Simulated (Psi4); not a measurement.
Process, species as SMILES: O (H2O) → [OH-] + H+
B3LYP-D3(BJ)/def2-TZVP geometries, fixed; electronic energies without zero-point terms.
Largest species:
```
O
H 1 0.9627
H 1 0.9627 2 105.24
```

Basis-set convergence of the deprotonation energy at MP2 with Psi4. Cartesian d functions, on some or all atoms, in 6-31G**; all else is spherical. Density fitting with the program's default auxiliary sets. Cores are frozen. Psi4's default fitting sets serve the pcseg sets less well. No added dispersion term, no relativity. Functions are those of the species that has most. Reference: Hartree-Fock in aug-cc-pV5Z plus the correlation part extrapolated as X^-3 from aug-cc-pVQZ and aug-cc-pV5Z, 393.01 kcal/mol, itself unsure by roughly 0.10 kcal/mol (a third of the extrapolation step and of the last Hartree-Fock step). Deviations are taken from unrounded values.

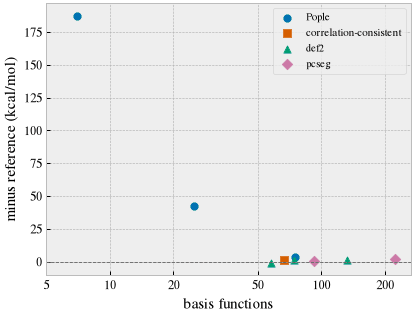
*Deviation from the reference against the number of basis functions, by family of sets.*

| basis | functions | deprotonation energy (kcal/mol) | minus reference (kcal/mol) |
|---|---|---|---|
| STO-3G | 7 | 580.55 | 187.53 |
| 6-31G** | 25 | 435.25 | 42.24 |
| def2-TZVPD | 58 | 391.90 | -1.12 |
| jun-cc-pV(T+d)Z | 67 | 394.16 | 1.15 |
| def2-TZVPPD | 74 | 394.03 | 1.02 |
| 6-311++G(3df,3pd) | 75 | 396.58 | 3.57 |
| aug-pcseg-2 | 92 | 393.52 | 0.51 |
| def2-QZVPPD | 132 | 394.22 | 1.21 |
| pcseg-4 | 223 | 394.81 | 1.80 |
